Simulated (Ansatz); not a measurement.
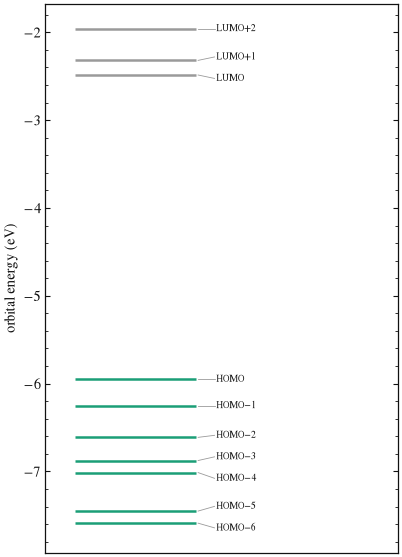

C₅H₁₀O₅Ti, SMILES CC1=CC(C)=[O+][Ti-]([OH])([OH])([OH])[O]1, singlet. Kohn-Sham orbital energies near the frontier, BLYP/def2-TZVPP with the Ansatz code, at a PBE0-D4/def2-TZVP geometry (no frequency check), isolated molecule; empty levels in grey, levels within 0.03 eV side by side.

**Where do the frontier orbitals lie?**

HOMO at −5.95 eV, LUMO at −2.49 eV, 3.46 eV apart.

**How far below the HOMO does the next level lie?**

0.30 eV.
